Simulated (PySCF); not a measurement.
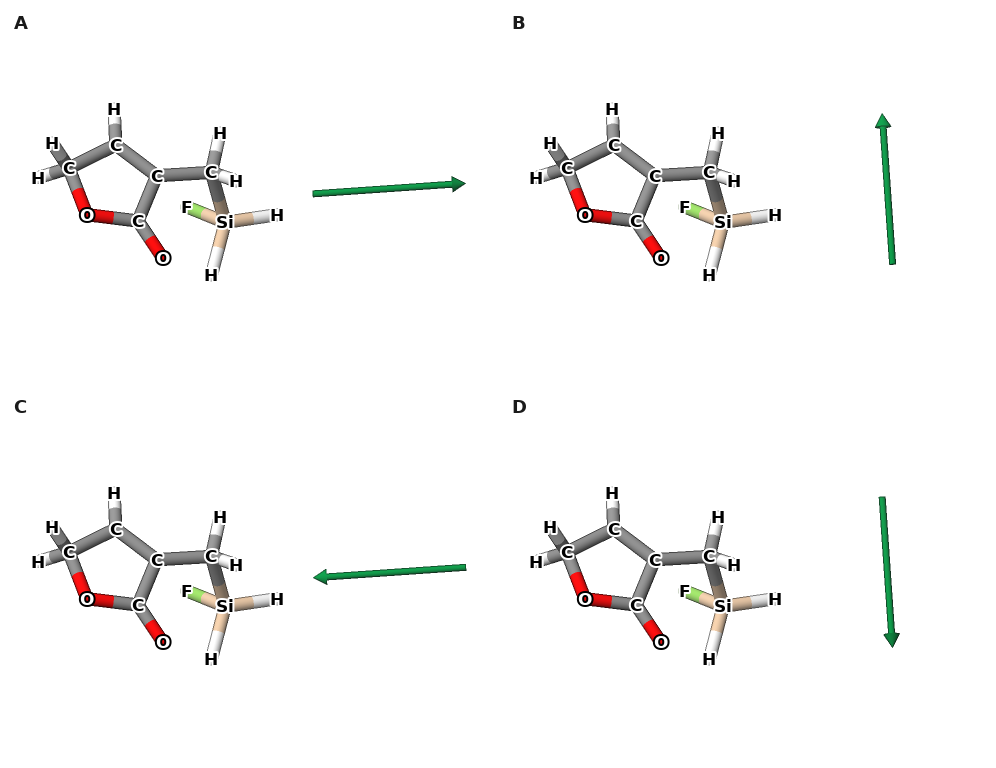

The same molecule four times, each with an arrow. The computed structure is the end point of a GFN2-xTB optimisation. No frequency run is at hand to confirm it as a minimum. Level of theory: PBE0/pcSseg-1, gas phase (PySCF 2.14.0).

Question: Which arrow points along the dipole moment, from the negative to the positive end?

Answer: B. The dipole moment is 3.85 D.

The geometry is semi-empirical. Around Si such bond lengths and angles can be off by a tenth of an ångström or more and by several degrees, and values that hang on the shape move with them.
